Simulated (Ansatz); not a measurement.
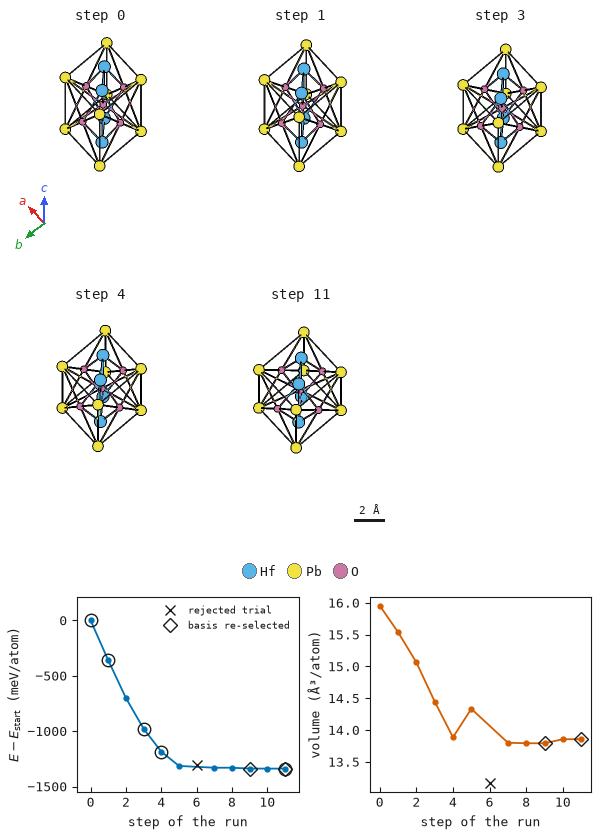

Frames of a relaxation of crystalline Hf2PbO3 (a generated structure, set up in P6/mmm) (coarse preliminary run), marked on the history of the run. The picture is a ball-and-stick view of the cell of the calculation, seen from a free direction.

The calculation used Ansatz 0.2.0, DFT PBE, scalar-relativistic, plane waves, PAW.

The input:
```yaml
crystal:
  lattice:
    - [5.14352269, 0.0, 0.0]
    - [-2.57176135, 4.45442132, 0.0]
    - [0.0, 0.0, 4.17859258]
  atoms:
    - { symbol: Hf, position: [0.33333333, 0.66666667, 0.0] }
    - { symbol: Hf, position: [0.66666667, 0.33333333, 0.0] }
    - { symbol: Pb, position: [0.0, 0.0, 0.0] }
    - { symbol: O, position: [0.5, 0.0, 0.5] }
    - { symbol: O, position: [0.5, 0.5, 0.5] }
    - { symbol: O, position: [0.0, 0.5, 0.5] }
basis:
  ecutwfc: 420
kpoints:
  mp_grid: { grid: [6, 6, 4] }
hamiltonian:
  xc: pbe
scf:
  occupations: { method: gaussian, width: 0.1 }
  lower_state_search: "off"
output:
  forces: true
  stress: true
  eigenvalues: true
relax:
  adjacent_minimum: "off"
  f_tol: 0.04
  max_steps: 70
  cell: { stress_tol: 0.4 }
```

Run as
```bash
ansatz run input.yaml --threads 1 --pin off --max-ram 2048MiB --backend cpu --events-out ev --progress --plain --runs-dir out
```

**Describe the path.**

The atoms keep their places relative to the cell (all moves are under 0.005 Å). The volume changes by −13.2 %, with a = b 5.144 → 5.579 Å (+8.5 %), c 4.179 → 3.085 Å (−26.2 %). Some distances before and after: Hf1–Hf1 4.179 → 3.085 Å, Pb3–Pb3 4.179 → 3.085 Å, Hf1–O4 2.563 → 2.230 Å, Hf1–Pb3 2.970 → 3.221 Å. Bond angles that change, for instance: Hf1–O5–Hf1 109.2° → 87.5°, Hf1–O5–Hf2 70.8° → 92.5°. The space group stays P6/mmm (No. 191). Over 8 accepted moves (11 points after the start) the energy falls by 1338 meV per atom. All forces vanish by symmetry, so only the cell relaxes. Pressure: −12.07 GPa at the start and 0.00 GPa at the end. The line search rejected the trial step at point 6 of the run. The SCF was repeated twice at an unchanged geometry on a basis and grid sized afresh for the cell, which shifted the energy by 7.7 meV per atom at most. From step 0 to 1: volume −2.6 %, energy −361 meV per atom. From step 1 to 3: volume −7.0 %, energy −617 meV per atom. From step 3 to 4: volume −3.9 %, energy −206 meV per atom. From step 4 to 11: volume −0.2 %, energy −153 meV per atom.

Limits of the set-up: the k-point mesh is coarse for a cell with partly filled bands.
